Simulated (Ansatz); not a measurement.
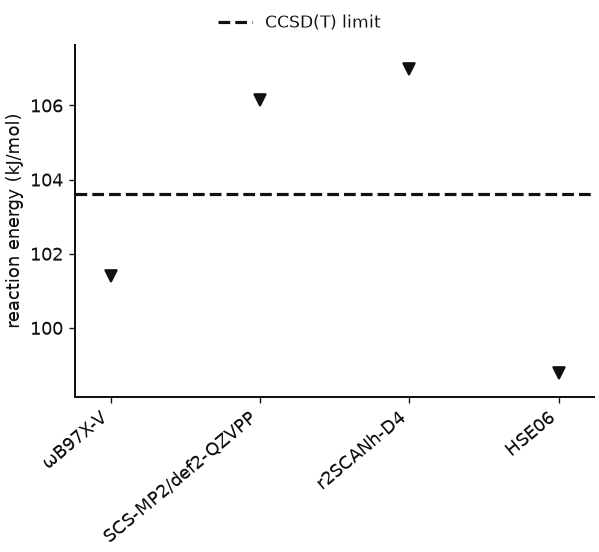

Electronic reaction energy of GaH₂SCl ([SH][GaH][Cl]) + H₂ ([H][H]) → GaH₃S ([SH][GaH2]) + HCl (Cl) (SMILES in brackets) at several levels (functionals in def2-TZVPP unless a basis is named), isolated molecules at PBE0-D4 triple-zeta geometries, minima by their frequencies, no zero-point or thermal terms, the Ansatz code 0.2.0. The line is frozen-core CCSD(T) at the basis limit (MP2 extrapolated from triple and quadruple zeta, plus CCSD(T) less MP2 in a smaller set). No dispersion term is added to HSE06. The distance of SCS-MP2/def2-QZVPP to the limit includes basis error.

What do zero-point energy and temperature add?

Zero-point change 5.0 kJ/mol; at 298.15 K and 1 bar the CCSD(T) limit plus thermal terms gives an enthalpy of reaction of 106.0 and a free energy of 100.1 kJ/mol (harmonic PBE0-D4 modes, ideal gas).

Which level comes closest to the line (CCSD(T) limit), and which misses most?

Closest ωB97X-V (101.4 kJ/mol), against 103.6 kJ/mol; farthest HSE06 (98.8 kJ/mol).

Known limits of this run: no scalar relativity up to krypton; outer-core shells are correlated without core-valence functions, which makes the correlated values less sure.
